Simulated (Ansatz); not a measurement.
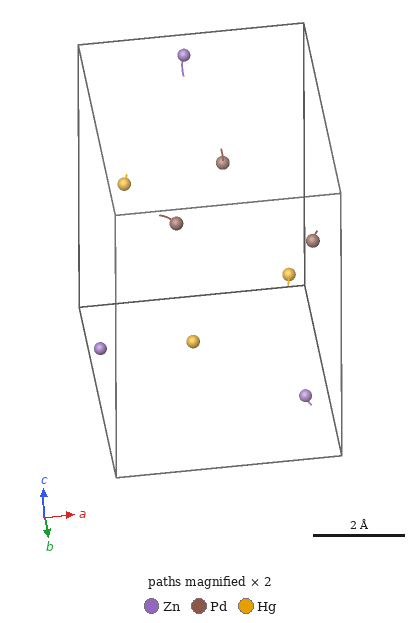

First-principles dynamics of an amorphous cell of composition ZnHgPd (9 atoms in the cell), 60 fs long. Lines trace each atom's path, in the colour of its element; spheres stand at the starting positions. The excursions are magnified 2 times. Seen from a free direction in the simulation cell.

Level of theory: Ansatz, DFT, PAW plane waves, PBE. Run with plane-wave cutoff 420 eV; k-point mesh 3 × 3 × 3; Fermi-Dirac smearing 0.05 eV; Nosé-Hoover thermostat (NVT); set temperature 600 K; time step 1 fs.

Describe the motion.

Answer. Root-mean-square distances from the starting positions over the second half, with the common drift of all atoms taken out: Pd 0.20 Å, Zn 0.15 Å, Hg 0.12 Å. The run lasts only 60 fs, too short to tell vibration from diffusion. The mean temperature in the second half is 684 K (standard deviation 37 K). The potential energy is still drifting at the end, so the run hasn't reached equilibrium. The potential energy in the second half lies on average 9.8 meV per atom below the first frame.

Limits of the set-up: the k-point mesh is coarse for a cell with partly filled bands; the periodic images lie only 5.1 Å apart, so the values are limited by the cell's size.

The run took 7.9 min on 2 threads of Arm Neoverse V1, with other jobs on the host, peak memory 0.73 GiB.
